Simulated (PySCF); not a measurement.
Vertical excitations of a molecule C4F6 from TDA-B3LYP/def2-SVPD in PySCF, as energy in eV (oscillator strength): 5.54 (0.002), 6.05 (0.000), 6.43 (1.040), 6.74 (0.015), 6.88 (0.000), 7.39 (0.000). Lowest triplet (TDA): 3.25 eV. Coordinates come from a ωB97X-D3(BJ)/def2-SVP optimisation. The geometry has at least one imaginary mode, so it is a saddle point at that level. The values are those of a single conformer.

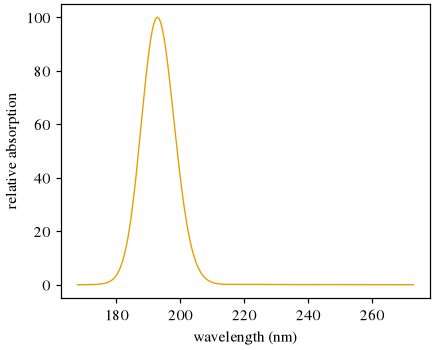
Figure: The lines broadened by 0.4 eV.

Which structure fits?
(A) FC(F)(F)C#CC(F)(F)F
(B) FC(F)=C(F)C(F)=C(F)F
(C) FC1=C(F)C(F)(F)C1(F)F

B, FC(F)=C(F)C(F)=C(F)F
